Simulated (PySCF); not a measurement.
C₃H₉NO₂Si₂

The calculation's input:

```
{"job": {"kind": "uv", "xc": "B3LYP", "basis": "def2-SVPD", "nstates": 8, "ntriplets": 3}, "charge": 0, "multiplicity": 1}
C      2.108023    -0.824892    -0.895579
C      1.567372     0.343135    -0.585816
Si    -0.131145     0.556715     0.232515
N     -0.695726     2.046845    -0.462573
C      0.206893     1.063007     2.056430
O      0.060453     0.305400     2.984738
Si    -1.445710    -1.352824     0.260294
O     -1.944651    -1.718577    -1.255223
H      1.600845    -1.756854    -0.697336
H      3.082164    -0.914320    -1.352823
H      2.130603     1.242839    -0.805213
H     -1.496252     2.501967    -0.052289
H     -0.752834     2.120872    -1.466290
H      0.549860     2.101431     2.257863
H     -2.748796    -1.198141     0.904227
H     -0.753644    -2.525160     0.813968
H     -1.344454    -1.979416    -1.946801
```

Launched as:

```sh
OMP_NUM_THREADS=1 python probes_run.py task.json out
```

Geometry: GFN2-xTB.

The calculation used PySCF, B3LYP/def2-SVPD, SCF density, gas phase.

Q: What can the converged electron density and electron localisation function tell about the bonding?

A: C–O (1.21 Å): ρ at the midpoint is about 3.4 e/Å³; the ELF peaks at about 0.85 between the atoms (a multiple bond).
Si–O (1.64 Å): ρ at the midpoint is about 1.1 e/Å³; the ELF peaks at about 0.90 between the atoms (a shared but strongly polarised pair).
C–Si (1.92 Å): ρ at the midpoint is about 0.93 e/Å³; the ELF peaks at about 1 between the atoms; a shared electron pair.
Si–Si (2.32 Å): ρ is about 0.7 e/Å³ halfway; the ELF peaks at about 1 between the atoms: localised, covalent bonding.

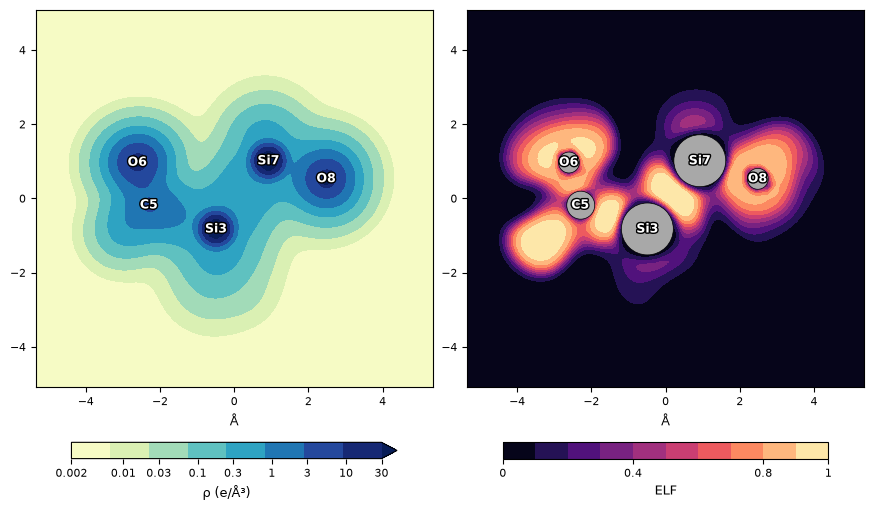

Computed electron density and electron localisation function on the plane of atoms Si3, Si7 and O8, in this order. Grey discs cover the atomic cores in the ELF map. 
